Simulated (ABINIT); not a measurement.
# CdS (Hawleyite): G0W0 with ABINIT, start to end, part 2 of 3

Wanted: ground state, empty states, screening and self-energy for CdS (Hawleyite).

ABINIT 10.8.3; PBE and many-body steps on it, plane waves. Known limits of the many-body steps: not at the basis limit; no spin-orbit coupling; coarse k mesh.

So far. Step 2 (Ground state): The gap is direct, at Γ.

**3. Bands along the symmetry lines**

Level of this step: DFT, PBE, plane waves, norm-conserving pseudopotentials (ABINIT).

The cheap functional maps the bands first; the places of the edges decide which points the dearer methods must see.

run.abi reads:

```
acell 3*1.0 Angstrom
rprim 
  -0.000000000000 2.916500000000 2.916500000000
  2.916500000000 -0.000000000000 2.916500000000
  2.916500000000 2.916500000000 -0.000000000000
ntypat 2
znucl 48 16
natom 2
typat 1 2
xred 
  0.000000000000 0.000000000000 0.000000000000
  0.250000000000 0.250000000000 0.250000000000
pp_dirpath "pseudos"
pseudos "Cd.upf, S.upf"
ecut 47
iscf -2
irdden 1
kptopt 0
nkpt 50
kpt 
  0.00000000 0.00000000 0.00000000
  -0.06250000 -0.06250000 0.00000000
  -0.12500000 -0.12500000 0.00000000
  -0.18750000 -0.18750000 0.00000000
  -0.25000000 -0.25000000 0.00000000
  -0.31250000 -0.31250000 0.00000000
  -0.37500000 -0.37500000 0.00000000
  -0.43750000 -0.43750000 0.00000000
  -0.50000000 -0.50000000 0.00000000
  -0.48437500 -0.48437500 0.03125000
  -0.46875000 -0.46875000 0.06250000
  -0.45312500 -0.45312500 0.09375000
  -0.43750000 -0.43750000 0.12500000
  -0.42187500 -0.42187500 0.15625000
  -0.40625000 -0.40625000 0.18750000
  -0.39062500 -0.39062500 0.21875000
  -0.37500000 -0.37500000 0.25000000
  -0.37500000 0.00000000 0.37500000
  -0.32812500 0.00000000 0.32812500
  -0.28125000 0.00000000 0.28125000
  -0.23437500 0.00000000 0.23437500
  -0.18750000 0.00000000 0.18750000
  -0.14062500 0.00000000 0.14062500
  -0.09375000 0.00000000 0.09375000
  -0.04687500 0.00000000 0.04687500
  0.00000000 0.00000000 0.00000000
  0.00000000 0.00000000 0.06250000
  0.00000000 0.00000000 0.12500000
  0.00000000 0.00000000 0.18750000
  0.00000000 0.00000000 0.25000000
  0.00000000 0.00000000 0.31250000
  0.00000000 0.00000000 0.37500000
  0.00000000 0.00000000 0.43750000
  0.00000000 0.00000000 0.50000000
  -0.06250000 -0.03125000 0.46875000
  -0.12500000 -0.06250000 0.43750000
  -0.18750000 -0.09375000 0.40625000
  -0.25000000 -0.12500000 0.37500000
  -0.31250000 -0.15625000 0.34375000
  -0.37500000 -0.18750000 0.31250000
  -0.43750000 -0.21875000 0.28125000
  -0.50000000 -0.25000000 0.25000000
  -0.50000000 -0.28125000 0.21875000
  -0.50000000 -0.31250000 0.18750000
  -0.50000000 -0.34375000 0.15625000
  -0.50000000 -0.37500000 0.12500000
  -0.50000000 -0.40625000 0.09375000
  -0.50000000 -0.43750000 0.06250000
  -0.50000000 -0.46875000 0.03125000
  -0.50000000 -0.50000000 0.00000000
istwfk *1
nband 20
nbdbuf 2
tolwfr 1e-08
nstep 40
prtwf 0
prtvol 0
indata_prefix "in"
outdata_prefix "out"
tmpdata_prefix "tmp"
```

Run with:

```console
$ OMP_NUM_THREADS=1 mpirun -n 4 abinit run.abi > log
```

Numbers of over 12 decimals in the logs are rounded to 6 here.

The program printed:

```text
.Version 10.8.3 of ABINIT. v10.8.2 released Aug 2026.

 Symmetries : space group F-4 3 m (#216); Bravais cF (face-center cubic)
[... echo of the input left out ...]
== DATASET  1 ==================================================================
-   mpi_nproc: 4, omp_nthreads: 1 (-1 if OMP is not activated)

--- !DatasetInfo
iteration_state: {dtset: 1, }
dimensions: {natom: 2, nkpt: 50, mband: 20, nsppol: 1, nspinor: 1, nspden: 1, mpw: 5180, }
cutoff_energies: {ecut:  47.0, pawecutdg:  -1.0, }
electrons: {nelect:   2.60000000E+01, charge:   0.00000000E+00, occopt:   1.00000000E+00, tsmear:   1.00000000E-02, }

 Real(R)+Recip(G) space primitive vectors, cartesian coordinates (Bohr,Bohr^-1):
 R(1)=  0.0000000  5.5113862  5.5113862  G(1)= -0.0907213  0.0907213  0.0907213
 R(2)=  5.5113862  0.0000000  5.5113862  G(2)=  0.0907213 -0.0907213  0.0907213
 R(3)=  5.5113862  5.5113862  0.0000000  G(3)=  0.0907213  0.0907213 -0.0907213
 Unit cell volume ucvol=  3.3482088E+02 bohr^3
 Angles (23,13,12)=  6.00000000E+01  6.00000000E+01  6.00000000E+01 degrees

 getcut: wavevector=  0.0000  0.0000  0.0000  ngfft=  50  50  50
         ecut(hartree)=     47.000   => boxcut(ratio)=   2.07948

--- Pseudopotential description ------------------------------------------------
- Cd Generated using ONCVPSP code by D. R. Hamann
- 48.00000  20.00000  171031                  znucl, zion, pspdat
12 -101130 2 -1 1368                          pspcod,pspxc,lmax,lloc,mmax
     nproj     2     2     2
  pspatm : epsatm=   23.16453630
         --- l  ekb(1:nproj) -->
             0   51.917189    3.534234
             1    8.636196    1.282240
             2    0.687672   -0.678465
 pspatm: atomic psp has been read  and splines computed

- S Generated using ONCVPSP code by D. R. Hamann
- 16.00000   6.00000  171031                  znucl, zion, pspdat
12 -101130 2 -1 1146                          pspcod,pspxc,lmax,lloc,mmax
     nproj     2     2     2
  pspatm : epsatm=    9.01821529
         --- l  ekb(1:nproj) -->
[...]
pspatm: atomic psp has been read  and splines computed

--------------------------------------------------------------------------------

================================================================================
 prteigrs : about to open file out_EIG
 Non-SCF case, kpt    1 (  0.00000  0.00000  0.00000), residuals and eigenvalues=
  2.71E-09  8.13E-10  6.41E-09  9.42E-09  9.50E-09  1.53E-09  2.58E-09  6.69E-09
  1.68E-09  7.04E-09  1.61E-09  3.16E-09  8.68E-09  4.34E-09  2.24E-09  2.33E-09
  3.32E-09  9.32E-09  1.44E-08  6.84E-09
 -3.5644E+00 -2.1335E+00 -2.1335E+00 -2.1335E+00 -2.9393E-01 -1.2336E-01
 -1.2336E-01 -1.2336E-01 -1.0576E-01 -1.0576E-01  1.6045E-01  1.6045E-01
  1.6045E-01  2.0252E-01  4.0047E-01  4.0047E-01  4.0047E-01  5.7871E-01
  5.7871E-01  5.8125E-01
 Non-SCF case, kpt    2 ( -0.06250 -0.06250  0.00000), residuals and eigenvalues=
[...]
5.7949E-01  5.9359E-01
 Non-SCF case, kpt    3 ( -0.12500 -0.12500  0.00000), residuals and eigenvalues=
[...]
9.82E-09  5.91E-09  7.00E-07  2.45E-05
[...]
5.8178E-01  6.2573E-01
[...]
Non-SCF case, kpt   49 ( -0.50000 -0.46875  0.03125), residuals and eigenvalues=
[...]
6.0945E-01  6.4764E-01
 Non-SCF case, kpt   50 ( -0.50000 -0.50000  0.00000), residuals and eigenvalues=
[...]
-1.1053E-01 -1.1053E-01 -1.0256E-01 -8.9412E-02  1.5419E-02  9.1543E-02
  9.1543E-02  2.9122E-01  3.2049E-01  4.9848E-01  5.5635E-01  5.5635E-01
  6.0497E-01  6.4777E-01

--- !ResultsGS
iteration_state: {dtset: 1, }
comment   : Summary of ground state results
lattice_vectors:
- [ -0.0000000,   5.5113862,   5.5113862, ]
- [  5.5113862,  -0.0000000,   5.5113862, ]
- [  5.5113862,   5.5113862,  -0.0000000, ]
lattice_lengths: [   7.79428,    7.79428,    7.79428, ]
lattice_angles: [ 60.000,  60.000,  60.000, ] # degrees, (23, 13, 12)
lattice_volume:   3.3482088E+02
convergence: {deltae:  0.000E+00, res2:  0.000E+00, residm:  9.999E-09, diffor:  0.000E+00, }
etotal    :  -1.86417562E+02
entropy   :   0.00000000E+00
fermie    :   1.60449132E-01
cartesian_stress_tensor: null
pressure_GPa: null
xred      :
- [  0.0000E+00,   0.0000E+00,   0.0000E+00, Cd]
- [  2.5000E-01,   2.5000E-01,   2.5000E-01,  S]
cartesian_forces: null
force_length_stats: {min: null, max: null, mean: null, }

 Integrated electronic density in atomic spheres:
 ------------------------------------------------
 Atom  Sphere_radius  Integrated_density
[...]
================================================================================

 ----iterations are completed or convergence reached----

 Mean square residual over all n,k,spin=   49.830E-10; max=  99.989E-10
 reduced coordinates (array xred) for    2 atoms
       0.000000000000      0.000000000000      0.000000000000
       0.250000000000      0.250000000000      0.250000000000

 cartesian coordinates (angstrom) at end:
[...]
length scales=  1.889726125908  1.889726125908  1.889726125908 bohr
              =  1.000000000000  1.000000000000  1.000000000000 angstroms
 prteigrs : about to open file out_EIG
 Eigenvalues (hartree) for nkpt=  50  k points:
 kpt#   1, nband= 20, wtk=  1.00000, kpt=  0.0000  0.0000  0.0000 (reduced coord)
[...]
kpt#   2, nband= 20, wtk=  1.00000, kpt= -0.0625 -0.0625  0.0000 (reduced coord)
[...]
kpt#   3, nband= 20, wtk=  1.00000, kpt= -0.1250 -0.1250  0.0000 (reduced coord)
[...]
kpt#  49, nband= 20, wtk=  1.00000, kpt= -0.5000 -0.4687  0.0313 (reduced coord)
[...]
0.54874    0.55682    0.60945    0.64764
 kpt#  50, nband= 20, wtk=  1.00000, kpt= -0.5000 -0.5000  0.0000 (reduced coord)
  -3.56438   -2.13353   -2.13352   -2.13352   -0.27338   -0.11552   -0.11053   -0.11053
  -0.10256   -0.08941    0.01542    0.09154    0.09154    0.29122    0.32049    0.49848
   0.55635    0.55635    0.60497    0.64777

== END DATASET(S) ==============================================================
================================================================================

 -outvars: echo values of variables after computation  --------
            nband          20
             nkpt          50
          spgroup         216
 [... the other variables as echoed above ...]

 Calculation completed.
```

It took 19 s on 4 MPI ranks of Intel Xeon 6975P-C (Granite Rapids), shared host; peak memory 0.38 GiB.

Numbers from this step:

```
gap                        : 1.145 eV
k of the valence top       : 0, 0, 0
k of the conduction bottom : 0, 0, 0
least direct gap           : 1.145 eV
```

The gap is 1.145 eV, as in the run before at this level.

Electronic bands along the path, in eV, zero at the top of the highest filled band:

```
    point  band 10  band 11  band 12  band 13  band 14  band 15  band 16  band 17
        Γ    -7.24     0.00     0.00     0.00     1.14     6.53     6.53     6.53
        X    -6.80    -3.95    -1.88    -1.88     3.56     4.35     9.20    10.77
        U    -6.67    -3.93    -2.53    -1.52     4.24     5.45     8.48     9.01
jump to K    -6.67    -3.93    -2.53    -1.52     4.24     5.45     8.48     9.01
        Γ    -7.24     0.00     0.00     0.00     1.14     6.53     6.53     6.53
        L    -6.86    -4.39    -0.75    -0.75     3.01     7.00     7.00     7.46
        W    -6.61    -3.89    -2.26    -2.18     5.42     5.43     7.23     8.04
        X    -6.80    -3.95    -1.88    -1.88     3.56     4.35     9.20    10.77
```

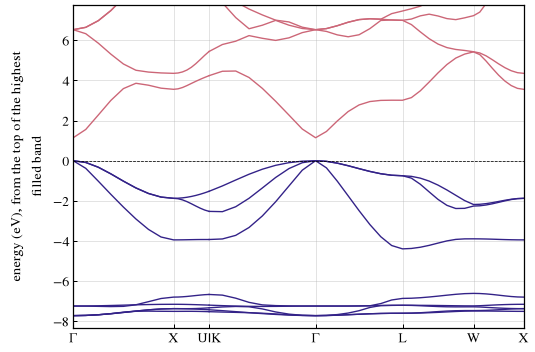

Electronic bands along the path; lines of filled and empty bands in two colours.

**4. Empty states on the mesh, 4×4×4 mesh, 101 bands**

The sums over transitions need many empty states on a uniform mesh; this step solves for them.

run.abi reads:

```
acell 3*1.0 Angstrom
rprim 
  -0.000000000000 2.916500000000 2.916500000000
  2.916500000000 -0.000000000000 2.916500000000
  2.916500000000 2.916500000000 -0.000000000000
ntypat 2
znucl 48 16
natom 2
typat 1 2
xred 
  0.000000000000 0.000000000000 0.000000000000
  0.250000000000 0.250000000000 0.250000000000
pp_dirpath "pseudos"
pseudos "Cd.upf, S.upf"
ecut 47
ngkpt 4 4 4
nshiftk 1
shiftk 0 0 0
kptopt 1
chksymbreak 0
iscf -2
irdden 1
istwfk *1
nband 101
nbdbuf 8
tolwfr 1e-09
nstep 60
prtvol 0
indata_prefix "in"
outdata_prefix "out"
tmpdata_prefix "tmp"
```

The program printed:

```text
.Version 10.8.3 of ABINIT. v10.8.2 released Aug 2026.

 Symmetries : space group F-4 3 m (#216); Bravais cF (face-center cubic)
[... echo of the input left out ...]
== DATASET  1 ==================================================================
-   mpi_nproc: 4, omp_nthreads: 1 (-1 if OMP is not activated)

--- !DatasetInfo
iteration_state: {dtset: 1, }
dimensions: {natom: 2, nkpt: 8, mband: 101, nsppol: 1, nspinor: 1, nspden: 1, mpw: 5180, }
cutoff_energies: {ecut:  47.0, pawecutdg:  -1.0, }
electrons: {nelect:   2.60000000E+01, charge:   0.00000000E+00, occopt:   1.00000000E+00, tsmear:   1.00000000E-02, }

 Real(R)+Recip(G) space primitive vectors, cartesian coordinates (Bohr,Bohr^-1):
 R(1)=  0.0000000  5.5113862  5.5113862  G(1)= -0.0907213  0.0907213  0.0907213
 R(2)=  5.5113862  0.0000000  5.5113862  G(2)=  0.0907213 -0.0907213  0.0907213
 R(3)=  5.5113862  5.5113862  0.0000000  G(3)=  0.0907213  0.0907213 -0.0907213
 Unit cell volume ucvol=  3.3482088E+02 bohr^3
 Angles (23,13,12)=  6.00000000E+01  6.00000000E+01  6.00000000E+01 degrees

 getcut: wavevector=  0.0000  0.0000  0.0000  ngfft=  50  50  50
         ecut(hartree)=     47.000   => boxcut(ratio)=   2.07948

--- Pseudopotential description ------------------------------------------------
- Cd Generated using ONCVPSP code by D. R. Hamann
- 48.00000  20.00000  171031                  znucl, zion, pspdat
12 -101130 2 -1 1368                          pspcod,pspxc,lmax,lloc,mmax
     nproj     2     2     2
  pspatm : epsatm=   23.16453630
         --- l  ekb(1:nproj) -->
             0   51.917189    3.534234
             1    8.636196    1.282240
             2    0.687672   -0.678465
 pspatm: atomic psp has been read  and splines computed

- S Generated using ONCVPSP code by D. R. Hamann
- 16.00000   6.00000  171031                  znucl, zion, pspdat
12 -101130 2 -1 1146                          pspcod,pspxc,lmax,lloc,mmax
     nproj     2     2     2
  pspatm : epsatm=    9.01821529
         --- l  ekb(1:nproj) -->
[...]
pspatm: atomic psp has been read  and splines computed

--------------------------------------------------------------------------------

================================================================================
 prteigrs : about to open file out_EIG
 Non-SCF case, kpt    1 (  0.00000  0.00000  0.00000), residuals and eigenvalues=
  7.91E-10  2.81E-10  8.30E-10  5.43E-10  1.25E-10  1.83E-10  2.82E-10  8.88E-10
  2.68E-10  4.37E-10  1.26E-10  4.03E-10  2.92E-10  6.59E-10  1.40E-10  6.82E-10
  8.43E-10  1.00E-10  2.14E-10  1.73E-10  1.35E-10  2.38E-10  7.63E-10  7.23E-10
[...]
3.05E-04  1.24E-04  1.20E-04  5.92E-05  1.53E-04
 -3.5644E+00 -2.1335E+00 -2.1335E+00 -2.1335E+00 -2.9393E-01 -1.2336E-01
 -1.2336E-01 -1.2336E-01 -1.0576E-01 -1.0576E-01  1.6045E-01  1.6045E-01
  1.6045E-01  2.0252E-01  4.0047E-01  4.0047E-01  4.0047E-01  5.7871E-01
[...]
2.7451E+00  2.7451E+00  2.8131E+00  2.8131E+00  2.8131E+00  2.8699E+00
  2.8699E+00  2.8699E+00  2.9054E+00  2.9054E+00  3.0716E+00  3.0721E+00
  3.0746E+00  3.0862E+00  3.0868E+00  3.0888E+00  3.0892E+00
 prteigrs : prtvol=0 or 1, do not print more k-points.

--- !ResultsGS
iteration_state: {dtset: 1, }
comment   : Summary of ground state results
lattice_vectors:
- [ -0.0000000,   5.5113862,   5.5113862, ]
- [  5.5113862,  -0.0000000,   5.5113862, ]
- [  5.5113862,   5.5113862,  -0.0000000, ]
lattice_lengths: [   7.79428,    7.79428,    7.79428, ]
lattice_angles: [ 60.000,  60.000,  60.000, ] # degrees, (23, 13, 12)
lattice_volume:   3.3482088E+02
convergence: {deltae:  0.000E+00, res2:  0.000E+00, residm:  9.954E-10, diffor:  0.000E+00, }
etotal    :  -1.86417562E+02
entropy   :   0.00000000E+00
fermie    :   1.60449132E-01
cartesian_stress_tensor: null
pressure_GPa: null
xred      :
- [  0.0000E+00,   0.0000E+00,   0.0000E+00, Cd]
- [  2.5000E-01,   2.5000E-01,   2.5000E-01,  S]
cartesian_forces: null
force_length_stats: {min: null, max: null, mean: null, }

 Integrated electronic density in atomic spheres:
 ------------------------------------------------
 Atom  Sphere_radius  Integrated_density
[...]
================================================================================

 ----iterations are completed or convergence reached----

 Mean square residual over all n,k,spin=   41.103E-11; max=  99.541E-11
 reduced coordinates (array xred) for    2 atoms
       0.000000000000      0.000000000000      0.000000000000
       0.250000000000      0.250000000000      0.250000000000

 cartesian coordinates (angstrom) at end:
    1      0.000000     0.000000     0.000000
    2      1.458250     1.458250     1.458250
 length scales=  1.889726125908  1.889726125908  1.889726125908 bohr
              =  1.000000000000  1.000000000000  1.000000000000 angstroms
 prteigrs : about to open file out_EIG
 Eigenvalues (hartree) for nkpt=   8  k points:
 kpt#   1, nband=101, wtk=  0.01563, kpt=  0.0000  0.0000  0.0000 (reduced coord)
[...]
2.70289    2.71635    2.71635    2.71635    2.74511    2.74511    2.81310    2.81310
   2.81310    2.86990    2.86990    2.86990    2.90539    2.90539    3.07161    3.07212
   3.07455    3.08616    3.08677    3.08878    3.08921
 prteigrs : prtvol=0 or 1, do not print more k-points.

== END DATASET(S) ==============================================================
================================================================================

 -outvars: echo values of variables after computation  --------
            nband         101
             nkpt           8
          spgroup         216
 [... the other variables as echoed above ...]

 Calculation completed.
```

Run time: 26 s. Hardware: 4 MPI ranks; peak memory 0.39 GiB.

Numbers from this step:

```
gap                                                           : 1.145 eV
k of the valence top                                          : 0, 0, 0
k of the conduction bottom                                    : 0, 0, 0
least direct gap                                              : 1.145 eV
k points computed                                             : 8
lowest point of the top converged band, above the valence top : 71.3836 eV
```

On this mesh the gap is 1.145 eV.

**5. Screening, 4×4×4 mesh, 93 bands, screening to 136.1 eV**

The RPA dielectric matrix is built and inverted for each q.

This step: RPA screening on PBE, plane waves, norm-conserving pseudopotentials.

run.abi: that of step 4 with these lines changed.

```diff
@@ -20,10 +20,11 @@
 chksymbreak 0
-iscf -2
-irdden 1
 istwfk *1
-nband 101
-nbdbuf 8
-tolwfr 1e-09
-nstep 60
-prtvol 0
+occopt 1
+irdwfk 1
+optdriver 3
+nband 93
+ecuteps 5
+inclvkb 2
+awtr 1
+symchi 1
 indata_prefix "in"
```

The program printed:

```text
.Version 10.8.3 of ABINIT. v10.8.2 released Aug 2026.

 Symmetries : space group F-4 3 m (#216); Bravais cF (face-center cubic)
[... echo of the input left out ...]
== DATASET  1 ==================================================================
-   mpi_nproc: 4, omp_nthreads: 1 (-1 if OMP is not activated)

--- !DatasetInfo
iteration_state: {dtset: 1, }
dimensions: {natom: 2, nkpt: 8, mband: 93, nsppol: 1, nspinor: 1, nspden: 1, mpw: 5180, }
cutoff_energies: {ecut:  47.0, pawecutdg:  -1.0, }
electrons: {nelect:   2.60000000E+01, charge:   0.00000000E+00, occopt:   1.00000000E+00, tsmear:   1.00000000E-02, }

 SCREENING: Calculation of the susceptibility and dielectric matrices

 Based on a program developped by R.W. Godby, V. Olevano, G. Onida, and L. Reining.
 Incorporated in ABINIT by V. Olevano, G.-M. Rignanese, and M. Torrent.
.Using double precision arithmetic ; gwpc =  8

[... cell and pseudopotentials left out ...]
--------------------------------------------------------------------------------

 ==== K-mesh for the wavefunctions ====
 Number of points in the irreducible wedge :     8
[... list of points left out ...]
 Together with 24 symmetry operations and time-reversal symmetry
 yields    64 points in the full Brillouin Zone.

 ==== Q-mesh for the screening function ====
 Number of points in the irreducible wedge :     8
[... list of points left out ...]
 Together with 24 symmetry operations and time-reversal symmetry
 yields    64 points in the full Brillouin Zone.

 setmesh: FFT mesh size selected  =    32x   32x   32
          total number of points  =        32768

 vcoul_init : cutoff-mode = AUXILIARY_FUNCTION
 q-points for optical limit:   1
     1)      0.000010    0.000020    0.000030

- screening: taking advantage of time-reversal symmetry
- Maximum band index for partially occupied states nbvw = 13
- Remaining bands to be divided among processors   nbcw = 80
- Number of bands treated by each node ~20

 Number of electrons calculated from density =   26.0000; Expected =   26.0000
 average of density, n =  0.077653
 r_s =    1.4541
 omega_plasma =   26.8804 [eV]

 calculating chi0 at frequencies [eV] :
  1    0.000000E+00    0.000000E+00
  2    0.000000E+00    2.688042E+01

--------------------------------------------------------------------------------
  q-point number  1        q = ( 0.000000, 0.000000, 0.000000) [r.l.u.]
--------------------------------------------------------------------------------
[... chi0 elements left out ...]
 For q-point:  0.000010 0.000020 0.000030
  dielectric constant =  11.0725
  dielectric constant without local fields =  11.7725

  Average fulfillment of the sum rule on Im[epsilon] for q-point    1 :     59.28  [%]
[... wings left out ...]
  q-point number  2        q = ( 0.250000, 0.000000, 0.000000) [r.l.u.]
--------------------------------------------------------------------------------
[... chi0 elements left out ...]
  Average fulfillment of the sum rule on Im[epsilon] for q-point    2 :     72.51  [%]

 [... 6 further q-points ...]
```

Wall time 19 s (4 MPI ranks); peak memory 1 GiB; 73 s of CPU time.

This step gave:

```
ε∞ with local fields, on this mesh, along the program's q direction : 11.07
the same without local fields                                       : 11.77
plasma frequency                                                    : 26.88 eV
plane waves in the screening matrix                                 : 169
```

Local fields lower ε∞ by 6 %. On a Γ-centred mesh this coarse the value itself is usually too large, while a short band sum pulls it down.

[end of part 2 of 3]

[Paths, hosts, dates, memory and timing lines, banners, echoed tables and standing remarks are left out of the program output.]

[Logs are printed without paths, hosts, clocks, repeated set-up lines and the standing remarks that a program may print on its own settings, such as how far it seeks lower states.]

[Runs of the session that timed out or met a known fault of the program may be left out.]

[Hosts, paths, dates, database ids (printed as entryN), source tags and the programs' standing remarks are cut or masked in the printed files.]

[G0W0 gaps are taken among the corrected bands and points alone; a level outside them can change the order at an edge.]

[Where Ansatz stands beside ABINIT at settings called matched, ABINIT's density can come from a denser mesh and the files from another edition; pairs whose starting gaps differed by over 0.03 eV were left out, so agreement reads better than it is.]
